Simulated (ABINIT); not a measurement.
## InP (F-43m): third-order response

Which lines does InP (F-43m) show in Raman and infrared spectra?

Main program and level: ABINIT 10.8.3; DFT LDA, scalar-relativistic, plane waves, HGH norm-conserving pseudopotentials.

The database entry behind the starting cell differs from later determinations by our own check (0.1 to 0.3 % short, probably kX units), so it need not match the best structure at ambient conditions.

## (1) Set-up

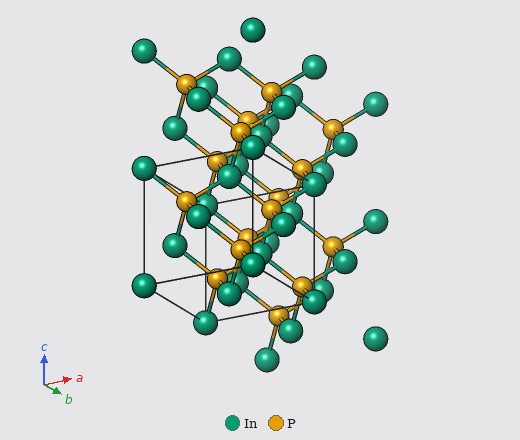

Start, viewed from a free direction; indium teal, phosphorus orange. 1×2×2 cells are drawn. This picture shows the conventional cell, with its axes. Bonds to atoms that aren't drawn are left out. Some periodic images of atoms are drawn too.

Coordinates:

```cif
data_structure
_symmetry_space_group_name_H-M 'F-43m'
_symmetry_Int_Tables_number 216
_cell_length_a 5.8610
_cell_length_b 5.8610
_cell_length_c 5.8610
_cell_angle_alpha 90.000
_cell_angle_beta 90.000
_cell_angle_gamma 90.000
_cell_volume 201.33
loop_
_atom_site_label
_atom_site_type_symbol
_atom_site_symmetry_multiplicity
_atom_site_Wyckoff_symbol
_atom_site_fract_x
_atom_site_fract_y
_atom_site_fract_z
_atom_site_occupancy
In1 In 4 a 0.00000 0.00000 0.00000 1
P1 P 4 d 0.25000 0.25000 0.75000 1
```

## (2) A probe with smearing

A first run with smearing and empty bands tells whether the crystal has a gap, which decides between fixed occupations and smearing later on.

Input file probe.abi:

```
# ground state
tolvrs 1.0d-08
prtden 1
prtwf 1

# basis, mesh and filling
ecut 24.0
ixc 7
ngkpt 6 6 6
nshiftk 1
shiftk 0.0 0.0 0.0
istwfk *1
occopt 7
tsmear 0.005
nband 9
nstep 100
diemac 9.0
prtebands 0
prtgsr 0

# cell and atoms
acell 3*1.0 Angstrom
rprim 
    0.0 2.9305 2.9305
    2.9305 0.0 2.9305
    2.9305 2.9305 0.0
ntypat 2
znucl 49 15
natom 2
typat 1 2
xred 
    0.0 0.0 0.0
    0.25 0.25 0.25
pp_dirpath "./pseudo"
pseudos "In.hgh, P.hgh"
```

The run is started by

```sh
OMP_NUM_THREADS=1 mpirun -n 2 abinit probe.abi > probe.log
```

Numbers of over 12 decimals in the logs are rounded to 6 here.

probe.abo, the main output file:

```text
[banners, grids, parts of the stress and lines that vanish by symmetry left out]
- input  file    -> probe.abi
- output file    -> probe.abo
- root for input  files -> probei
[...]
Symmetries : space group F-4 3 m (#216); Bravais cF (face-center cubic)
[...]
mpw =        1932          nfft =       46656          nkpt =          16
[...]
== DATASET  1 ==================================================================
[...]
cutoff_energies: {ecut:  24.0, pawecutdg:  -1.0, }
[...]
Exchange-correlation functional for the present dataset will be:
  LDA: Perdew-Wang 92 LSD fit to Ceperley-Alder data - ixc=7
[...]
ETOT  1  -8.676831    -8.677E+00 1.743E-02 1.377E+02
 ETOT  2  -8.702840    -2.601E-02 5.607E-04 1.191E+01
 ETOT  3  -8.704991    -2.151E-03 1.183E-04 1.088E+00
 ETOT  4  -8.705133    -1.412E-04 8.312E-04 9.054E-03
 ETOT  5  -8.705133    -8.268E-07 1.307E-06 9.836E-05
 ETOT  6  -8.705133    -1.171E-08 7.268E-06 4.605E-07
 ETOT  7  -8.705133    -4.116E-11 2.285E-08 6.106E-09
 At SCF step    7       vres2   =  6.11E-09 < tolvrs=  1.00E-08 =>converged.
[...]
sigma(1 1)=  1.51848618E-04  sigma(3 2)=  0.00000000E+00
  sigma(2 2)=  1.51848618E-04  sigma(3 1)=  0.00000000E+00
  sigma(3 3)=  1.51848618E-04  sigma(2 1)=  0.00000000E+00
[...]
convergence: {deltae: -4.116E-11, res2:  6.106E-09, residm:  2.285E-08, diffor: null, }
etotal    :  -8.70513340E+00
[...]
sigma(1 1)=  1.51848618E-04  sigma(3 2)=  0.00000000E+00
  sigma(2 2)=  1.51848618E-04  sigma(3 1)=  0.00000000E+00
  sigma(3 3)=  1.51848618E-04  sigma(2 1)=  0.00000000E+00
[...]
- sigma(1 1)=  4.46754057E+00  sigma(3 2)=  0.00000000E+00
- sigma(2 2)=  4.46754057E+00  sigma(3 1)=  0.00000000E+00
- sigma(3 3)=  4.46754057E+00  sigma(2 1)=  0.00000000E+00
[...]
fcart     -0.0000000000E+00 -0.0000000000E+00 -0.0000000000E+00
           strten      1.5184861757E-04  1.5184861757E-04  1.5184861757E-04
================================================================================

[key lines of the parts left out:]
pressure_GPa:  -4.4675E+00
```

The job ended after 4.4 s (2 MPI ranks of AMD EPYC 7B13 (Zen 3), shared host; 8.5 s of CPU time).

This step gave:

* volume per atom: 25.17 Å³
* pressure: -4.468 GPa
* gap on the k-mesh: 0.7859 eV

A gap of 0.79 eV opens on this mesh, so the crystal is taken as an insulator; the printed pressure holds the stress of the finite basis too.

## (3) Relaxation

The harmonic expansion needs vanishing forces, and a free crystal bears no stress, so cell and atoms are brought to rest. Stress is more sensitive to the basis than forces are: the last 3 Ha under the cutoff are smoothed with ecutsm, and the cutoff is raised above that of the later runs.

Input file relax.abi:

```
# relaxation
ionmov 2
optcell 2
dilatmx 1.08
ntime 40
tolmxf 1.0d-05
tolvrs 1.0d-14
prtwf 0
prtden 0
chksymtnons 0

# basis, mesh and filling
ecut 31.0
ecutsm 3.0
ixc 7
ngkpt 6 6 6
nshiftk 1
shiftk 0.0 0.0 0.0
istwfk *1
occopt 1
nband 4
nstep 100
diemac 9.0
prtebands 0
prtgsr 0

# cell and atoms
acell 3*1.0 Angstrom
rprim 
    0.0 2.9305 2.9305
    2.9305 0.0 2.9305
    2.9305 2.9305 0.0
ntypat 2
znucl 49 15
natom 2
typat 1 2
xred 
    0.0 0.0 0.0
    0.25 0.25 0.25
pp_dirpath "./pseudo"
pseudos "In.hgh, P.hgh"
```

The run is started by

```sh
OMP_NUM_THREADS=1 mpirun -n 2 abinit relax.abi > relax.log
```

relax.abo, the main output file:

```text
[banners, grids, parts of the stress and lines that vanish by symmetry left out]
- input  file    -> relax.abi
- output file    -> relax.abo
- root for input  files -> relaxi
[...]
Symmetries : space group F-4 3 m (#216); Bravais cF (face-center cubic)
[...]
mpw =        3548          nfft =       91125          nkpt =          16
[...]
== DATASET  1 ==================================================================
[...]
cutoff_energies: {ecut:  31.0, pawecutdg:  -1.0, }
[...]
Exchange-correlation functional for the present dataset will be:
  LDA: Perdew-Wang 92 LSD fit to Ceperley-Alder data - ixc=7
[...]
ETOT  1  -8.674337    -8.674E+00 1.635E-02 2.811E+02
 ETOT  2  -8.702573    -2.824E-02 2.854E-05 2.692E+01
 ETOT  3  -8.705205    -2.632E-03 4.959E-05 2.047E+00
 ETOT  4  -8.705334    -1.291E-04 5.395E-06 1.732E-02
 ETOT  5  -8.705334    -6.845E-07 4.151E-07 7.405E-05
[...]
At SCF step   13       vres2   =  7.83E-15 < tolvrs=  1.00E-14 =>converged.
[...]
sigma(1 1)=  1.49326814E-04  sigma(3 2)=  0.00000000E+00
  sigma(2 2)=  1.49326814E-04  sigma(3 1)=  0.00000000E+00
  sigma(3 3)=  1.49326814E-04  sigma(2 1)=  0.00000000E+00
[...]
convergence: {deltae:  3.784E-13, res2:  7.825E-15, residm:  2.933E-13, diffor: null, }
etotal    :  -8.70533450E+00
[...]
ETOT  1  -8.705828    -8.706E+00 8.257E-05 1.270E+00
[...]
At SCF step    9       vres2   =  1.07E-15 < tolvrs=  1.00E-14 =>converged.
[...]
sigma(1 1)=  1.23964737E-04  sigma(3 2)=  0.00000000E+00
  sigma(2 2)=  1.23964737E-04  sigma(3 1)=  0.00000000E+00
  sigma(3 3)=  1.23964737E-04  sigma(2 1)=  0.00000000E+00
[...]
convergence: {deltae:  5.951E-13, res2:  1.070E-15, residm:  2.643E-18, diffor: null, }
etotal    :  -8.70595626E+00
[...]
ETOT  1  -8.704788    -8.705E+00 2.336E+00 2.415E+01
[...]
At SCF step   10       vres2   =  1.69E-16 < tolvrs=  1.00E-14 =>converged.
[...]
sigma(1 1)= -1.55029836E-05  sigma(3 2)=  0.00000000E+00
  sigma(2 2)= -1.55029836E-05  sigma(3 1)=  0.00000000E+00
  sigma(3 3)= -1.55029836E-05  sigma(2 1)=  0.00000000E+00
[...]
convergence: {deltae:  6.573E-14, res2:  1.690E-16, residm:  2.160E-20, diffor: null, }
etotal    :  -8.70712541E+00
[...]
ETOT  1  -8.707113    -8.707E+00 5.880E-10 2.803E-01
[...]
At SCF step    9       vres2   =  3.93E-16 < tolvrs=  1.00E-14 =>converged.
[...]
sigma(1 1)=  1.24514560E-06  sigma(3 2)=  0.00000000E+00
  sigma(2 2)=  1.24514560E-06  sigma(3 1)=  0.00000000E+00
  sigma(3 3)=  1.24514560E-06  sigma(2 1)=  0.00000000E+00
[...]
convergence: {deltae:  7.994E-14, res2:  3.927E-16, residm:  3.137E-20, diffor: null, }
etotal    :  -8.70714008E+00
[...]
ETOT  1  -8.707140    -8.707E+00 1.191E-10 1.561E-03
[...]
ETOT  7  -8.707140     1.403E-13 8.461E-19 5.077E-14
 ETOT  8  -8.707140    -3.393E-13 2.003E-20 2.518E-16
 At SCF step    8       vres2   =  2.52E-16 < tolvrs=  1.00E-14 =>converged.
[...]
sigma(1 1)=  1.04741284E-08  sigma(3 2)=  0.00000000E+00
  sigma(2 2)=  1.04741284E-08  sigma(3 1)=  0.00000000E+00
  sigma(3 3)=  1.04741284E-08  sigma(2 1)=  0.00000000E+00
[...]
convergence: {deltae: -3.393E-13, res2:  2.518E-16, residm:  2.003E-20, diffor: null, }
etotal    :  -8.70714018E+00
[...]
At Broyd/MD step   5, gradients are converged :
[...]
sigma(1 1)=  1.04741284E-08  sigma(3 2)=  0.00000000E+00
  sigma(2 2)=  1.04741284E-08  sigma(3 1)=  0.00000000E+00
  sigma(3 3)=  1.04741284E-08  sigma(2 1)=  0.00000000E+00
[...]
- sigma(1 1)=  3.08159497E-04  sigma(3 2)=  0.00000000E+00
- sigma(2 2)=  3.08159497E-04  sigma(3 1)=  0.00000000E+00
- sigma(3 3)=  3.08159497E-04  sigma(2 1)=  0.00000000E+00
[...]
fcart     -0.0000000000E+00 -0.0000000000E+00 -0.0000000000E+00
           strten      1.0474128419E-08  1.0474128418E-08  1.0474128418E-08
================================================================================

[key lines of the parts left out:]
pressure_GPa:  -3.0816E-04
Total energy (etotal) [Ha]= -8.70714017586799E+00
```

Run time: 17 s. Hardware: 2 MPI ranks; 33 s of CPU time.

Relaxation path:

| step | energy less that of the first step (eV) | largest force (eV/Å) | volume (Å³) |
| --- | --- | --- | --- |
| 1 | 0.0000 | 0.0000 | 50.33 |
| 2 | -0.0169 | 0.0000 | 49.66 |
| 3 | -0.0487 | 0.0000 | 46.69 |
| 4 | -0.0491 | 0.0000 | 46.99 |
| 5 | -0.0491 | 0.0000 | 46.97 |

| conventional cell, symmetrised | before | after | change |
| --- | --- | --- | --- |
| a (Å) | 5.861 | 5.727 | -2.3 % |
| b (Å) | 5.861 | 5.727 | -2.3 % |
| c (Å) | 5.861 | 5.727 | -2.3 % |
| volume (Å³/atom) | 25.17 | 23.49 | -6.7 % |

The relaxed structure:

```
In P
1.0
     0.00000    2.86373    2.86373
     2.86373    0.00000    2.86373
     2.86373    2.86373    0.00000
In P
1 1
Direct
  0.00000 0.00000 0.00000
  0.25000 0.25000 0.25000
```

Numbers from this step:

| Item | Value |
| --- | --- |
| volume per atom | 23.49 Å³ |
| pressure | -3.08e-4 GPa |

The volume changes by -6.7 % in this run and stands -6.7 % from the first cell.

## (4) Ground state

The response is built on these wavefunctions, so the potential is converged far more tightly than an energy would need. The mesh is shifted off Γ, since shifted meshes converge sums over the zone faster.

Input file gs.abi:

```
# ground state
tolvrs 1.0d-16
prtden 1
prtwf 1

# basis, mesh and filling
ecut 24.0
ixc 7
ngkpt 6 6 6
nshiftk 4
shiftk 
    0.5 0.5 0.5
    0.5 0.0 0.0
    0.0 0.5 0.0
    0.0 0.0 0.5
istwfk *1
occopt 1
nband 4
nstep 100
diemac 9.0
prtebands 0
prtgsr 0

# cell and atoms
acell 3*1.0 Angstrom
rprim 
    0.0 2.863732959 2.863732959
    2.863732959 0.0 2.863732959
    2.863732959 2.863732959 0.0
ntypat 2
znucl 49 15
natom 2
typat 1 2
xred 
    0.0 0.0 0.0
    0.25 0.25 0.25
pp_dirpath "./pseudo"
pseudos "In.hgh, P.hgh"
```

The run is started by

```sh
OMP_NUM_THREADS=1 mpirun -n 2 abinit gs.abi > gs.log
```

gs.abo, the main output file:

```text
[banners, grids, parts of the stress and lines that vanish by symmetry left out]
- input  file    -> gs.abi
- output file    -> gs.abo
- root for input  files -> gsi
[...]
Symmetries : space group F-4 3 m (#216); Bravais cF (face-center cubic)
[...]
mpw =        1810          nfft =       46656          nkpt =          28
[...]
== DATASET  1 ==================================================================
[...]
cutoff_energies: {ecut:  24.0, pawecutdg:  -1.0, }
[...]
Exchange-correlation functional for the present dataset will be:
  LDA: Perdew-Wang 92 LSD fit to Ceperley-Alder data - ixc=7
[...]
ETOT  1  -8.676918    -8.677E+00 1.976E-02 1.542E+02
 ETOT  2  -8.705162    -2.824E-02 1.565E-05 1.205E+01
 ETOT  3  -8.707302    -2.140E-03 3.477E-05 9.325E-01
 ETOT  4  -8.707414    -1.116E-04 7.681E-07 6.852E-03
 ETOT  5  -8.707415    -5.778E-07 5.795E-09 4.637E-05
[...]
ETOT 11  -8.707415    -5.151E-13 4.115E-18 8.155E-16
 ETOT 12  -8.707415     2.487E-14 1.503E-19 1.280E-18
 At SCF step   12       vres2   =  1.28E-18 < tolvrs=  1.00E-16 =>converged.
[...]
sigma(1 1)=  2.66906451E-06  sigma(3 2)=  0.00000000E+00
  sigma(2 2)=  2.66906451E-06  sigma(3 1)=  0.00000000E+00
  sigma(3 3)=  2.66906451E-06  sigma(2 1)=  0.00000000E+00
[...]
convergence: {deltae:  2.487E-14, res2:  1.280E-18, residm:  1.503E-19, diffor: null, }
etotal    :  -8.70741455E+00
[...]
sigma(1 1)=  2.66906451E-06  sigma(3 2)=  0.00000000E+00
  sigma(2 2)=  2.66906451E-06  sigma(3 1)=  0.00000000E+00
  sigma(3 3)=  2.66906451E-06  sigma(2 1)=  0.00000000E+00
[...]
- sigma(1 1)=  7.85265889E-02  sigma(3 2)=  0.00000000E+00
- sigma(2 2)=  7.85265889E-02  sigma(3 1)=  0.00000000E+00
- sigma(3 3)=  7.85265889E-02  sigma(2 1)=  0.00000000E+00
[...]
fcart     -0.0000000000E+00 -0.0000000000E+00 -0.0000000000E+00
           strten      2.6690645056E-06  2.6690645056E-06  2.6690645056E-06
================================================================================

[key lines of the parts left out:]
pressure_GPa:  -7.8527E-02
```

Run time: 5.2 s. Hardware: 2 MPI ranks.

This step gave:

```
pressure : -0.07853 GPa
```

The cell stands at -0.079 GPa, close enough for phonons.

## (5) Empty bands

Empty bands on the ground state's density check that the gap assumed so far is there in this cell.

Input file gap.abi:

```
# empty bands on the ground state's density
iscf -2
getden_filepath "gso_DEN"
tolwfr 1.0d-12
nbdbuf 2
prtwf 0

# basis, mesh and filling
ecut 24.0
ixc 7
ngkpt 8 8 8
nshiftk 1
shiftk 0.0 0.0 0.0
istwfk *1
occopt 1
nband 8
nstep 100
diemac 9.0
prtebands 0
prtgsr 0

# cell and atoms
acell 3*1.0 Angstrom
rprim 
    0.0 2.863732959 2.863732959
    2.863732959 0.0 2.863732959
    2.863732959 2.863732959 0.0
ntypat 2
znucl 49 15
natom 2
typat 1 2
xred 
    0.0 0.0 0.0
    0.25 0.25 0.25
pp_dirpath "./pseudo"
pseudos "In.hgh, P.hgh"
```

The run is started by

```sh
OMP_NUM_THREADS=1 mpirun -n 2 abinit gap.abi > gap.log
```

gap.abo, the main output file:

```text
[banners, grids, parts of the stress and lines that vanish by symmetry left out]
- input  file    -> gap.abi
- output file    -> gap.abo
- root for input  files -> gapi
[...]
Symmetries : space group F-4 3 m (#216); Bravais cF (face-center cubic)
[...]
mpw =        1812          nfft =       46656          nkpt =          29
[...]
== DATASET  1 ==================================================================
[...]
cutoff_energies: {ecut:  24.0, pawecutdg:  -1.0, }
[...]
Exchange-correlation functional for the present dataset will be:
  LDA: Perdew-Wang 92 LSD fit to Ceperley-Alder data - ixc=7
[...]
-outvars: echo values of variables after computation
            acell      1.8897261259E+00  1.8897261259E+00  1.8897261259E+00 Bohr
================================================================================
```

It took 4.3 s on 2 MPI ranks; 8.2 s of CPU time.

Numbers from this step:

* gap on the k-mesh: 1.241 eV

In this cell the gap on the mesh is 1.2 eV, direct, so fixed occupations hold.

[end of part 1 of 2]

[Host names and launcher messages were left out of these logs when they were recorded.]

[Logs are printed without paths, hosts, clocks, repeated set-up lines and the standing remarks that a program may print on its own settings, such as how far it seeks lower states.]

[Hosts, paths, dates, database ids (printed as entryN), source tags and the programs' standing remarks are cut or masked in the printed files.]
